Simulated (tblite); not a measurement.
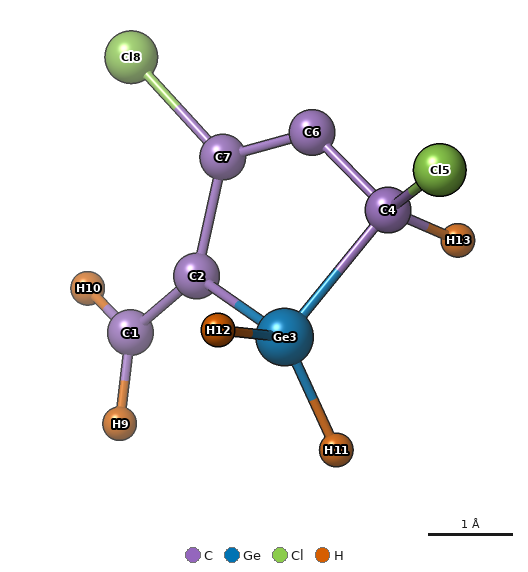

This is the input geometry for a relaxation of C5H5Cl2Ge (multiplicity 2). The picture is a ball-and-stick view, seen from a free direction.

These are results of GFN2-xTB geometry optimisation, gas phase (tblite), not measurements.

```xyz
13

C     1.9847   -0.9072    0.2901
C     0.8605   -0.2731   -0.0524
Ge   -0.9592   -0.9023    0.1994
C    -1.5594    0.9692    0.2361
Cl   -3.1501    1.1134   -0.5182
C    -0.4751    1.5427   -0.5057
C     0.6651    1.0282   -0.6740
Cl    1.9895    1.7905   -1.5973
H     1.9647   -1.8986    0.7643
H     2.9167   -0.4384    0.1023
H    -1.1875   -1.6584    1.4878
H    -1.4602   -1.6254   -1.0787
H    -1.5942    1.2599    1.3288
```

**What does the optimiser find from here?**

Cl5 moves most after the best rigid fit: 1.06 Å. Largest moves by element: Cl 1.06 Å, H 0.92 Å, C 0.54 Å, Ge 0.36 Å. Near-neighbour distances that change, for instance: Ge3–C4 1.966 → 2.059 Å, C7–Cl8 1.785 → 1.723 Å, C6–C7 1.262 → 1.319 Å, Ge3–H12 1.552 → 1.506 Å. Among the angles between lasting bonds that change: Ge3–C4–H13 105.8° → 116.9°, C2–Ge3–H12 110.3° → 116.2°, Ge3–C4–Cl5 110.2° → 104.5°. The energy falls by 11.7 kcal/mol in 73 geometry steps.

Final geometry:

```xyz
13

C     1.9477   -1.0296   -0.2339
C     0.8511   -0.3083   -0.0405
Ge   -0.9402   -0.8816    0.5630
C    -1.6531    0.9977    0.1178
Cl   -2.6223    0.7673   -1.3737
C    -0.4377    1.7074   -0.1404
C     0.7491    1.1469   -0.2682
Cl    2.1846    2.0208   -0.6483
H     1.9511   -2.0939   -0.0642
H     2.8704   -0.5871   -0.5762
H    -1.0041   -1.2257    2.0361
H    -1.5936   -1.9758   -0.2396
H    -2.3075    1.4624    0.8506
```

After the run, drawn alike:

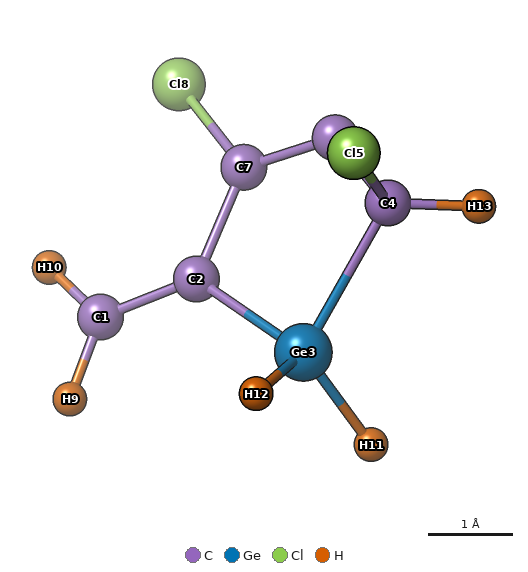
